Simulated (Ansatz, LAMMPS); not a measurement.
# K+ BF4- in ethyl methyl carbonate, from a frame at 400 K (186 atoms): geometry optimisation

Aim: bring K+ BF4- in ethyl methyl carbonate, from a frame at 400 K (186 atoms) to a nearby minimum of the energy and see what moves.

Program: Ansatz 0.2.0. Level of theory: Kohn-Sham DFT, PBE+D4, PAW (set soft_2), plane waves. Results are calculated unless marked as measured.

**1. Set-up**

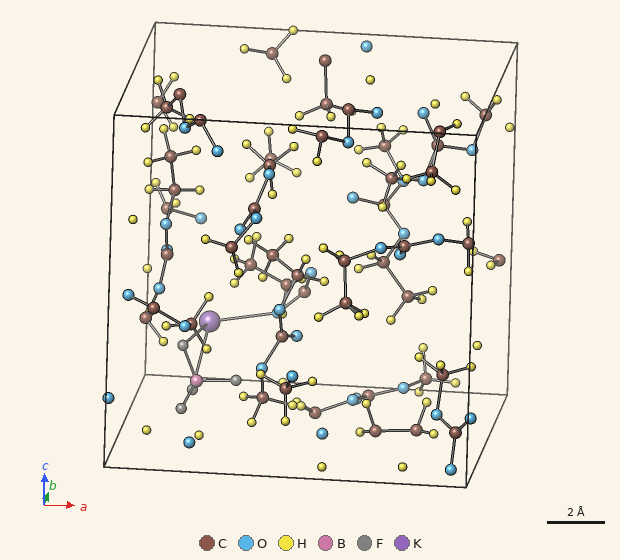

The starting structure, seen slightly off an axis (carbon brown, oxygen blue, hydrogen yellow, boron pink, fluorine grey, potassium purple). Bonds to atoms that aren't drawn are left out. Some periodic images of atoms are drawn too.

The cell holds 186 atoms: 48 C, 36 O, 96 H, 1 B, 4 F and 1 K. Its edges and angles: a = 12.919 Å, b = 12.919 Å, c = 12.919 Å, α = 90.0°, β = 90.0°, γ = 90.0°. 12 ethyl methyl carbonate, 1 K+, 1 BF4- placed at random, at 1.06 g/cm³; overlaps pushed apart, then 10 ps at 550 K with stiff harmonic cages for PF6 and BF4 with UFF radii; Joung-Cheatham ions (J. Phys. Chem. B 112, 9020 (2008)); MMFF94 bonds, angles, torsions, charges and radii (Halgren, J. Comput. Chem. 17, 490 (1996)) in harmonic and 12-6 forms; charges of ions scaled by 0.8. Snapshot after 30 ps at 400 K and fixed volume.

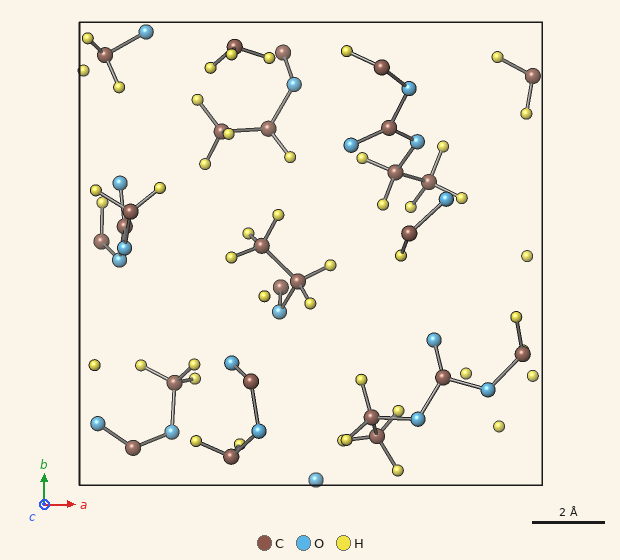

A slice 6 Å thick through the middle of the cell. Bonds to atoms that aren't drawn are left out.

Before any run, some limits are plain. The network of contacts between molecules at the start is that of the classical potential that made the cell. The density was typed from a rule of thumb and may lie off the real one at this temperature. Sampling is at Γ alone, for a cell whose shortest periodic width is 13 Å.

**2. The classical run that made the cell**

A classical potential makes the cell, at a small fraction of what the same run would cost in DFT.

This step: classical MD, stiff harmonic cages for PF6 and BF4 with UFF radii; Joung-Cheatham ions (J. Phys. Chem. B 112, 9020 (2008)); MMFF94 bonds, angles, torsions, charges and radii (Halgren, J. Comput. Chem. 17, 490 (1996)) in harmonic and 12-6 forms; charges of ions scaled by 0.8 (LAMMPS 22 Jul 2025 - Update 4).

Input file in.lmp:

```
# K+ BF4- in ethyl methyl carbonate
units real
atom_style full
boundary p p p
bond_style harmonic
angle_style harmonic
dihedral_style opls
improper_style harmonic
special_bonds lj 0 0 0.5 coul 0 0 0.75
read_data data.lmp
neigh_modify delay 0 every 1 check yes one 4000
comm_modify cutoff 12.0
timestep 0.5
thermo_style custom step time temp pe press density
thermo_modify norm yes
# push overlapping molecules apart
pair_style soft 2.6
pair_coeff * * 0.0
variable a equal ramp(1,60)
fix ad all adapt 1 pair soft a * * v_a
velocity all create 550 48318 mom yes dist gaussian
fix lim all nve/limit 0.03
fix lan all langevin 550 550 50 48319 zero yes
thermo 1000
run 3000 post no
unfix ad
pair_style lj/cut/coul/long 9.0
pair_modify mix arithmetic tail yes
pair_coeff 1 1 0.0678 3.3680   # C
pair_coeff 2 2 0.0763 3.0430   # O
pair_coeff 3 3 0.0678 3.4070   # C
pair_coeff 4 4 0.0763 2.9870   # O
pair_coeff 5 5 0.0216 2.5400   # H
pair_coeff 6 6 0.1800 3.6375   # B
# [... 20 lines left out ...]
compute msd all msd com yes
thermo 7500
fix md all nvt temp 400 400 100
run 30000 post no
print "== T400: mean square displacement over the hold $(c_msd[4]:%.2f) A^2"
unfix md
uncompute msd
write_dump all custom T400.dump id type xs ys zs modify sort id
```

Started as:

```bash
$ lmp -in in.lmp -log none -nocite
```

Numbers of over 12 decimals in the logs are rounded to 6 here.

The log of the run:

```text
LAMMPS (22 Jul 2025 - Update 4)
Reading data file ...
  orthogonal box = (0 0 0) to (12.9192 12.9192 12.9192)
  186 atoms
  orthogonal box = (0 0 0) to (12.9192 12.9192 12.9192)
  178 bonds
  276 angles
  228 dihedrals
  12 impropers
WARNING: Bond/angle/dihedral extent > half of periodic box length
   Step          Time           Temp          PotEng         Press         Density
         0   0              550            0.2586881      3249.5093      1.0590002
      1000   500            447.58314      1.6190483      12522.598      1.0590002
      2000   1000           465.26896      1.4156198      2519.5562      1.0590002
[... 46 lines left out ...]
WARNING: Bond/angle/dihedral extent > half of periodic box length
   Step          Time           Temp          PotEng         Press         Density
[... 2 lines left out ...]
     30000   29000          374.86825     -2.3593401     -5252.5512      1.0590002
     37500   36500          377.81964     -2.4107562      2510.0922      1.0590002
     45000   44000          410.37693     -2.4867917      2564.0182      1.0590002
     47000   46000          402.52342     -2.4959241      74.863044      1.0590002
WARNING: Bond/angle/dihedral extent > half of periodic box length
Loop time of 21.9645 s on 1 MPI rank(s) for 30000 steps with 186 atoms
== T400: mean square displacement over the hold 50.12 A^2
```

Elapsed: 36 s, on 1 thread of Arm Neoverse V1, shared host; peak memory 0.12 GiB.

The input also reads data.lmp (atoms, bonds and types; not printed here).

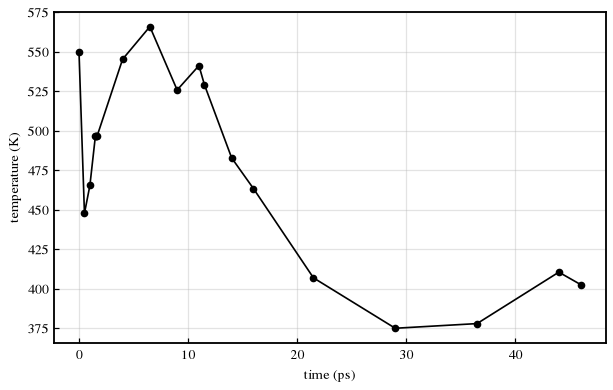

Temperature against time.

**3. Single point at the start**

The forces at the start show how far the geometry lies from a minimum of this functional.

Input file input.yaml:

```yaml
crystal:
  lattice:
    - [12.9192, 0.0, 0.0]
    - [0.0, 12.9192, 0.0]
    - [0.0, 0.0, 12.9192]
  atoms:
    - { symbol: C, position: [0.39366, 0.5174, 0.48874] }
    - { symbol: C, position: [0.47195, 0.44054, 0.45639] }
    - { symbol: O, position: [0.43203, 0.37468, 0.37353] }
    - { symbol: C, position: [0.43492, 0.42761, 0.28432] }
    - { symbol: O, position: [0.46688, 0.51225, 0.26512] }
    - { symbol: O, position: [0.38873, 0.36575, 0.20661] }
    - { symbol: C, position: [0.38798, 0.41721, 0.11049] }
    - { symbol: H, position: [0.3649, 0.54418, 0.41788] }
    - { symbol: H, position: [0.42948, 0.58412, 0.52056] }
    - { symbol: H, position: [0.32832, 0.49206, 0.53524] }
    - { symbol: H, position: [0.4986, 0.3929, 0.51595] }
    - { symbol: H, position: [0.54219, 0.47533, 0.434] }
    - { symbol: H, position: [0.46899, 0.43779, 0.08776] }
    - { symbol: H, position: [0.32904, 0.47482, 0.09514] }
    - { symbol: H, position: [0.36645, 0.35327, 0.05531] }
    - { symbol: C, position: [0.10227, 0.53854, 0.7463] }
    - { symbol: C, position: [0.11033, 0.59115, 0.63819] }
    - { symbol: O, position: [0.09747, 0.51266, 0.56141] }
    - { symbol: C, position: [0.09781, 0.55933, 0.46285] }
    - { symbol: O, position: [0.08769, 0.65268, 0.44992] }
    - { symbol: O, position: [0.08665, 0.48663, 0.38481] }
    - { symbol: C, position: [0.04755, 0.52651, 0.28813] }
    - { symbol: H, position: [0.04734, 0.4722, 0.74447] }
    - { symbol: H, position: [0.07518, 0.59455, 0.80864] }
    - { symbol: H, position: [0.17543, 0.50796, 0.77639] }
    - { symbol: H, position: [0.17378, 0.64226, 0.62806] }
    - { symbol: H, position: [0.03538, 0.63716, 0.62379] }
    - { symbol: H, position: [0.96706, 0.49504, 0.27141] }
    - { symbol: H, position: [0.10224, 0.48894, 0.23397] }
    - { symbol: H, position: [0.04948, 0.61069, 0.28366] }
    - { symbol: C, position: [0.10622, 0.36253, 0.93254] }
    - { symbol: C, position: [0.15098, 0.27174, 0.99585] }
    [... 148 atom lines left out ...]
    - { symbol: B, position: [0.17427, 0.69766, 0.07177] }
    - { symbol: F, position: [0.13416, 0.69628, 0.1706] }
    - { symbol: F, position: [0.15367, 0.79167, 0.02096] }
    - { symbol: F, position: [0.14403, 0.60777, 0.01506] }
    - { symbol: F, position: [0.28335, 0.69728, 0.07951] }
    - { symbol: K, position: [0.18098, 0.93369, 0.17866] }
kpoints:
  mp_grid: { grid: [1, 1, 1] }
hamiltonian:
  xc: pbe
  dispersion: d4
scf:
  occupations: { method: gaussian, width: 0.025 }
output:
  forces: true
  stress: true
  populations: intrinsic
  dos:
    method: { smearing: { sigma: 0.1 } }
    de: 0.1
    projected: { site_lists: { B: [B], C: [C], F: [F], H: [H], K: [K] } }
  eigenvalues: true
```

Started as:

```bash
$ ansatz run input.yaml --threads 4 --pin off --max-ram 8192MiB --backend cpu --events-out ev --progress --plain --runs-dir out
```

The log of the run:

```text
Engine: ansatz 0.2.0, aarch64-unknown-linux-gnu
Pseudopotentials: kind: paw
Pseudopotential: C, paw, valence charge 4, recommended cutoff 420 eV (normal), C.paw.azcp
Pseudopotential: O, paw, valence charge 6, recommended cutoff 420 eV (normal), O.paw.azcp
Pseudopotential: H, paw, valence charge 1, recommended cutoff 420 eV (normal), H.paw.azcp
Pseudopotential: B, paw, valence charge 3, recommended cutoff 420 eV (normal), B.paw.azcp
Pseudopotential: F, paw, valence charge 7, recommended cutoff 420 eV (normal), F.paw.azcp
Pseudopotential: K, paw, valence charge 9, recommended cutoff 420 eV (normal), K.paw.azcp
[... 5 lines on functional and potentials left out ...]
Crystal: 186 atoms, lattice volume = 2156.288 Å³
Basis set: ecut = 420 eV, 42211 PW (Γ), exchange–correlation on 180×180×180 points (8 copies of the dense FFT grid, shifted against one another)
Bands: 458, of which v1, the nominal top of the filled ones, is band 272 counted from 1 (271 counted from 0)
Symmetry: 1 space group operations
Space group: P1 (ITA 1), of the structure as read, at distance tolerance 1.3e-4 Å
k-points: 1
[... 13 lines on functional and potentials left out ...]
Initial density: superposition of atomic densities (neutral atoms: chi_scale 0, normalization atom), corrected by the library's trained network
Initial wavefunctions: pseudopotential atomic-orbital guess
Functional: x = pbe(κ = 0.804, μ = 0.219515), c = pbe(β = 0.066725)
SCF iter   1: F=—  HF=-38927.008362 eV  |F-HF|=—  |Δ(HF+E_count)|=         —  Δρ=4.37e-3  dr2=4.28e-1  ethr=1.77e-3  ⟨swp⟩=6.0  Hψ=2096  notcnv=0  defer=73
preconditioner: auto → Resta (q_TF=auto, 2.169 Å⁻¹)  ε∞=2.3  [insulator: Δε(μ)=5.340 eV  Ē_g=15.952 eV  σ=0.025 eV  W_gap=1.00  n_scr=364 (ndim 8)  ℏωp=18.2 eV  f_vac=0.301  D(μ)=0.00/eV (n_scr^D=0)  ε∞_Penn≈2.3]
SCF iter   2: F=—  HF=-38926.945564 eV  |F-HF|=—  |Δ(HF+E_count)|=   6.28e-2  Δρ=2.17e-3  dr2=1.01e-1  ethr=7.86e-5  ⟨swp⟩=3.0  Hψ=678  notcnv=0  defer=182
SCF iter   3: F=—  HF=-38926.956125 eV  |F-HF|=—  |Δ(HF+E_count)|=   1.06e-2  Δρ=1.45e-3  dr2=4.45e-2  ethr=1.85e-5  ⟨swp⟩=3.0  Hψ=539  notcnv=0  defer=182
SCF iter   4: F=—  HF=-38926.949628 eV  |F-HF|=—  |Δ(HF+E_count)|=   6.50e-3  Δρ=3.88e-4  dr2=3.93e-3  ethr=8.18e-6  ⟨swp⟩=3.0  Hψ=538  notcnv=0  defer=182
SCF iter   5: F=—  HF=-38926.949425 eV  |F-HF|=—  |Δ(HF+E_count)|=   2.03e-4  Δρ=1.58e-4  dr2=6.39e-4  ethr=7.23e-7  ⟨swp⟩=2.0  Hψ=537  notcnv=0  defer=182
SCF iter   6: F=—  HF=-38926.949368 eV  |F-HF|=—  |Δ(HF+E_count)|=   5.73e-5  Δρ=8.13e-5  dr2=1.30e-4  ethr=1.17e-7  ⟨swp⟩=2.0  Hψ=544  notcnv=0  defer=182
SCF iter   7: F=—  HF=-38926.949331 eV  |F-HF|=—  |Δ(HF+E_count)|=   3.69e-5  Δρ=2.54e-5  dr2=1.25e-5  ethr=2.40e-8  ⟨swp⟩=2.0  Hψ=544  notcnv=0  defer=182
SCF iter   8: F=—  HF=-38926.949462 eV  |F-HF|=—  |Δ(HF+E_count)|=   1.31e-4  Δρ=1.41e-5  dr2=3.80e-6  ethr=2.30e-9  ⟨swp⟩=2.0  Hψ=730  notcnv=0  defer=182
SCF iter   9: F=—  HF=-38926.949461 eV  |F-HF|=—  |Δ(HF+E_count)|=   8.58e-7  Δρ=3.59e-6  dr2=2.93e-7  ethr=6.99e-10  ⟨swp⟩=2.0  Hψ=544  notcnv=0  defer=182
SCF iter  10: F=-38926.949461 eV  HF=-38926.949461 eV  |F-HF|=3.27e-8  |Δ(HF+E_count)|=   5.71e-8  Δρ=1.56e-6  dr2=5.39e-8  ethr=1.84e-11  ⟨swp⟩=16.0  Hψ=2994  notcnv=0
SCF 1 converged in 10 iterations: F = -38926.949461 eV  dr2 = 5.39e-8
  greatest PAW one-centre occupation: 0.987 electrons in one spin orbital (limit 2), on the K atom at site 185 (counted from 0), in its partial waves of l = 0
SCF converged after 10 iterations
Free energy (F): -38926.949461 eV
Harris-Foulkes:  -38926.949461 eV  (|F-HF|=3.27e-8)
Internal energy: -38926.949461 eV  (E = F + TS)
E sigma→0 (E₀):  -38926.949461 eV
Fermi energy:    0.740669 eV
--- Per-component energies (eV) ---
  E_band       = -4958.849540
  E_kinetic    = 13138.171472
  E_local      = -49390.409852  (includes V_loc(G=0)·N_el)
  E_nonlocal   = 3514.624300
  E_hartree    = 18846.770628
  E_xc         = -6281.709346
  E_vxc        = -7927.086578  (∫ρ·V_xc dr)
  E_paw        = -12185.577693  (= ΣΔE_a)
  E_vpaw       = -1987.657520  (= ΣTr[D̂ρ^β])
  E_aug_tail   = -0.034385  (compensation charges beyond the density's cutoff)
  E_ewald      = -6560.981115
  E_disp       = -7.803471  (pairwise vdW)
  E_smearing   = -0.000000  (= −TS)
  E_closure    = -0.000000  (closes the sum)
  Σ components = -38926.949461   (vs F -38926.949461, Δ=0.00e0)
--- Forces (eV/Å), atoms counted from 1 ---
  atom   1  C     -0.27087405    -0.23013583     0.23824772
  atom   2  C     -0.63429240    -0.48942640     0.05828645
  atom   3  O      0.51109386     0.51510269    -0.04533148
  atom   4  C     -1.51254916    -2.11411827    -1.78191385
  atom   5  O      0.75311940     1.18272146     0.35981080
  atom   6  O      0.30507034     0.81695024     2.09976310
  atom   7  C      0.80013943    -1.76971153    -2.27024758
  atom   8  H     -1.10416014     0.86724314    -1.44495588
  atom   9  H      0.57909906     0.90638589     0.92660753
  atom  10  H      0.00571477    -0.41369980     0.27468787
  atom  11  H      0.05025132    -1.73193134     1.43306914
  atom  12  H      1.11044705     0.97181901    -1.03472134
  atom  13  H     -0.87992178     0.32935616     0.21386767
  atom  14  H     -0.11161224     0.81161530     0.70984597
[...]
atom 185  F      0.65772957    -0.31372632     0.19758566
  atom 186  K     -0.36623327    -0.20810906    -0.00837282
  max |Σ_I F_I| component: 5.96e-5 eV/Å
--- Stress (GPa, compression-positive) ---
        0.918056       0.677376       0.436653
        0.677375       0.445469      -1.074525
        0.436651      -1.074526       1.042007
  P = ⅓ Tr σ = 0.8018 GPa (8.018 kbar)
--- Band table (eV) ---
  k-point 0: bands = ["-29.1269", "-24.8825", "-24.7478", "-24.5749", [... 442 levels ...], "10.3629", "10.3730", "10.4008", "10.4538", "10.4685", "10.4993", "10.5599", "10.5798", "10.5983", "10.6231", "10.7165", "10.7467"]
--- intrinsic populations: 186 sites ---
  site symbol       q [e]
     0      C      4.5694
     1      C      4.1430
     2      O      6.3219
[...]
185      K      8.1401
  spilling = 0.000000 (of n_electrons = 544.000000)
```

The job ended after 50 s (4 threads of Arm Neoverse V1, shared host; peak memory 3 GiB; 3.1 min of CPU time).

Read from the output:

* free energy: -38926.9495 eV
* free energy per atom: -209.2847 eV/atom
* SCF cycles: 10
* pressure: 0.8018 GPa
* r.m.s. force component: 1.011 eV/Å
* longest force: 5.248 eV/Å
* Fermi energy: 0.7407 eV
* gap (highest filled to lowest empty level): 5.282 eV

The r.m.s. force component of 1.0 eV/Å and the pressure of 0.80 GPa set the starting point.

Neighbours are counted within 1.34 Å (H-C), 1.85 Å (C-C), 1.73 Å (C-O), 3.15 Å (O-K), 1.72 Å (F-B), 3.04 Å (F-K).

Length of the force by element and coordination:

```tsv
element	coordination	atoms	mean length of the force (eV/Å)	spread	least	most
B	all	1	1.83	0	1.83	1.83
C	all	48	2.19	1.04	0.428	5.25
C	3	12	2.45	1.26	0.433	5.25
C	4	36	2.10	0.944	0.428	4.29
F	all	4	0.930	0.205	0.717	1.21
F	1	3	0.836	0.142	0.717	1.03
F	2	1	1.21	0	1.21	1.21
H	all	96	1.07	0.502	0.139	2.48
K	all	1	0.421	0	0.421	0.421
O	all	36	1.77	0.997	0.355	3.90
O	1	9	1.82	1.02	0.676	3.90
O	2	27	1.75	0.987	0.355	3.41
```

[end of part 1 of 3]

[Logs are printed without paths, hosts, clocks, repeated set-up lines and the standing remarks that a program may print on its own settings, such as how far it seeks lower states.]

[Hosts, paths, dates, database ids (printed as entryN), source tags and the programs' standing remarks are cut or masked in the printed files.]

[The MMFF94 radii named for the starting cell were scaled by 0.96; in molecules described by MMFF94, hydrogen bound to N, O or S took a small fixed 12-6 site in their place.]
